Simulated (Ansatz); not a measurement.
# BeTe: Be on a Te site (antisite), symmetric start

Base system: an 8-atom supercell of BeTe in the zinc blende structure (space group F-43m, No. 216; a = 5.664 Å) at its relaxed geometry.

Now apply this change: a neutral Be on a Te site (antisite), symmetric start, atoms relaxed at fixed cell.

Computed with Ansatz (a first-principles code) PBE, no SOC. k-mesh 4×4×4 (Γ-centred); smearing 0.01 eV (Fermi–Dirac).

```yaml
energy_gained_by_relaxation: 0.00 eV
largest_displacement_of_a_host_atom_from_its_site_in_the_perfect_cell: 0.01 Å
mean_distance_from_the_defect_site_to_its_nearest_host_atoms: 2.44 Å (base 2.45 Å)
```

Final structure:

```yaml
crystal:
  lattice:
    - [-5.66365, 0.00000, 0.00000]
    - [0.00000, 0.00000, 5.66365]
    - [0.00000, 5.66365, 0.00000]
  atoms:
    - { symbol: Be, position: [0.25000, 0.75000, 0.75000] }
    - { symbol: Te, position: [0.75000, 0.75000, 0.25000] }
    - { symbol: Te, position: [0.75000, 0.25000, 0.75000] }
    - { symbol: Te, position: [0.25000, 0.25000, 0.25000] }
    - { symbol: Be, position: [0.00097, 0.99903, 0.99903] }
    - { symbol: Be, position: [0.49903, 0.99903, 0.50097] }
    - { symbol: Be, position: [0.49903, 0.50097, 0.99903] }
    - { symbol: Be, position: [0.00097, 0.50097, 0.50097] }
```

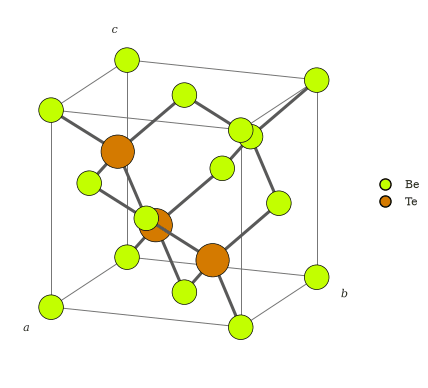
The relaxed cell after the change

Other magnetic orders, which the real material may have, were not ruled out. In so small a cell the defect repeats every few ångströms: this is an ordered compound, not a dilute defect. The mesh was chosen for an insulator and is coarse for the gapless case. The defect started on the symmetric site and kept its symmetry, so it may sit on a saddle. The defect cell is spin-polarised and ends with 0.4 μB, a fractional moment that hangs on the mesh and smearing.
